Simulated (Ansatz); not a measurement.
# Calculations on C$_{4}$H$_{5}$N

Part 1: Relaxation

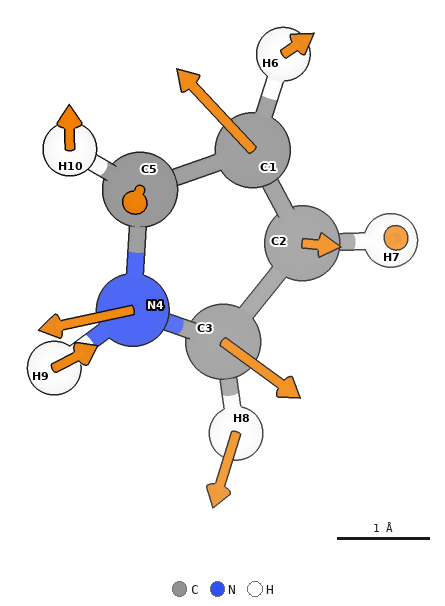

This is a relaxation of C₄H₅N (coarse preliminary run). The starting structure is drawn; orange arrows show the displacements, 20 times their true length. The two geometries are superimposed by the best rigid fit.

The picture is a ball-and-stick view, seen at a tilt.

These are results of Ansatz 0.2.0, RKS PBE-D4/def2-SVP, not measurements. Settings: force threshold 0.03 eV/Å; at most 250 steps.

What happened in the run?

Answer. The optimiser took 6 steps. The atom that moves furthest after the best rigid fit is C1 (0.064 Å). Largest moves by element: C 0.064 Å, N 0.057 Å, H 0.048 Å. Near-neighbour distances that change, for instance: N4–H9 1.091 → 1.018 Å, C1–C2 1.360 → 1.429 Å, C3–N4 1.325 → 1.377 Å, C3–H8 1.075 → 1.095 Å. Among the angles between lasting bonds that change: C5–C1–H6 120.0° → 125.7°, C2–C1–H6 131.5° → 126.9°, C1–C5–H10 134.9° → 131.1°. The run took of the order of 30 core-seconds on a shared host.

Part 2: Relaxation

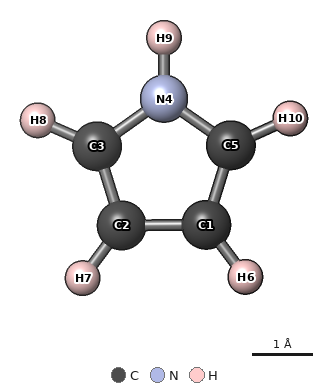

C4H5N, before the relaxation. The picture is a ball-and-stick view, seen face on.

Theory: Ansatz, RKS PBE0-D4/def2-TZVP.

Input file:
```yaml
crystal:
  periodic: [false, false, false]
  atoms:
    - {symbol: C, position_ang: [0.390609, 0.599031, -0.968573]}
    - {symbol: C, position_ang: [0.759380, -0.730908, -0.598818]}
    - {symbol: C, position_ang: [0.090209, -1.033468, 0.582292]}
    - {symbol: N, position_ang: [-0.662157, 0.066865, 0.927851]}
    - {symbol: C, position_ang: [-0.492592, 1.068222, -0.002052]}
    - {symbol: H, position_ang: [0.732894, 1.156924, -1.847587]}
    - {symbol: H, position_ang: [1.441603, -1.398779, -1.136951]}
    - {symbol: H, position_ang: [0.090525, -1.938608, 1.199027]}
    - {symbol: H, position_ang: [-1.257768, 0.130715, 1.751537]}
    - {symbol: H, position_ang: [-1.009601, 2.028807, 0.095975]}
basis:
  gaussian: {orbitals: def2-TZVP}
hamiltonian: {xc: pbe0, dispersion: d4}
relax: {f_tol: 0.005, max_steps: 200}
```

Q: Where does the relaxation end?

A: The largest moves after the best rigid fit, 0.032 Å, are those of H6, H7, H8 and H10. By element the largest moves are H 0.032 Å, C 0.014 Å, N 0.012 Å. Near-neighbour distances that change, for instance: C1–C5 1.391 → 1.371 Å, C1–H6 1.096 → 1.079 Å, N4–H9 1.018 → 1.003 Å, C3–N4 1.377 → 1.363 Å. The energy falls by 5.87 kJ/mol in 4 geometry steps. The largest force component goes from 0.57 to 0.0028 eV/Å. The run took about 80 core-seconds on a shared host.

History of the run:

| step | E − E(0), kJ/mol | largest force component, eV/Å |
| --- | --- | --- |
| 0 | 0.00 | 0.5652 |
| 1 | -5.45 | 0.1481 |
| 2 | -5.87 | 0.0170 |
| 3 | -5.87 | 0.0081 |
| 4 | -5.87 | 0.0028 |

Final geometry:

```xyz
10

C     0.3846    0.5941   -0.9564
C     0.7502   -0.7244   -0.5898
C     0.0903   -1.0223    0.5746
N    -0.6554    0.0661    0.9184
C    -0.4861    1.0563   -0.0034
H     0.7213    1.1434   -1.8214
H     1.4215   -1.3818   -1.1194
H     0.0924   -1.9143    1.1797
H    -1.2419    0.1291    1.7297
H    -0.9938    2.0026    0.0907
```

Part 3: Scan

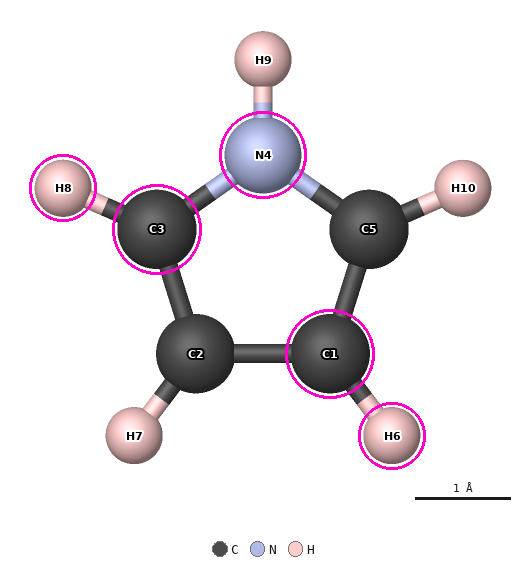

A scan of C4H5N: the C1–H6 distance and the H8–C3–N4 angle are varied on a grid, with the rest of the molecule carried along rigidly. The picture shows the minimum geometry. The ringed atoms are those of the scanned coordinate. Style: ball-and-stick. Shown face on.

Level of theory: CCSD(T) (def2-TZVPP, Ansatz), on geometries moved rigidly from the minimum at PBE0-D4/def2-TZVP. Coupled cluster with a frozen core. Energies are counted from the PBE0-D4/def2-TZVP minimum geometry at the same level.

The input:
```yaml
crystal:
  periodic: [false, false, false]
  atoms:
    - {symbol: C, position_ang: [0.384557, 0.594138, -0.956386]}
    - {symbol: C, position_ang: [0.750171, -0.724376, -0.589794]}
    - {symbol: C, position_ang: [0.090256, -1.022297, 0.574562]}
    - {symbol: N, position_ang: [-0.655370, 0.066111, 0.918377]}
    - {symbol: C, position_ang: [-0.486139, 1.056332, -0.003373]}
    - {symbol: H, position_ang: [0.721336, 1.143387, -1.821427]}
    - {symbol: H, position_ang: [1.421529, -1.381822, -1.119352]}
    - {symbol: H, position_ang: [0.092392, -1.914315, 1.179738]}
    - {symbol: H, position_ang: [-1.241864, 0.129050, 1.729678]}
    - {symbol: H, position_ang: [-0.993766, 2.002592, 0.090678]}
basis:
  gaussian: {orbitals: def2-TZVPP}
correlation: {method: ccsd_t}
```

Predict the energy profile on a grid with rows 0.971, 1.024, 1.102, 1.193, 1.294 and columns 103.3, 112.3, 121.3, 130.3, 139.3 (C1–H6 distance (Å); H8–C3–N4 angle (°)).

Rows: C1–H6 distance (Å); columns: H8–C3–N4 angle (°); values in eV.

|  | 103.3 | 112.3 | 121.3 | 130.3 | 139.3 |
| --- | --- | --- | --- | --- | --- |
| 0.971 | 0.561 | 0.329 | 0.255 | 0.331 | 0.549 |
| 1.024 | 0.365 | 0.133 | 0.058 | 0.133 | 0.351 |
| 1.102 | 0.318 | 0.085 | 0.010 | 0.084 | 0.302 |
| 1.193 | 0.504 | 0.270 | 0.194 | 0.268 | 0.484 |
| 1.294 | 0.886 | 0.651 | 0.575 | 0.647 | 0.862 |

In pairs of (C1–H6 distance (Å); H8–C3–N4 angle (°)): the lowest computed point lies at (1.102, 121.3) (0.010 eV), the highest at (1.294, 103.3) (0.886 eV).  Over the ranges scanned the energy rises more along the first axis, the C1–H6 distance.
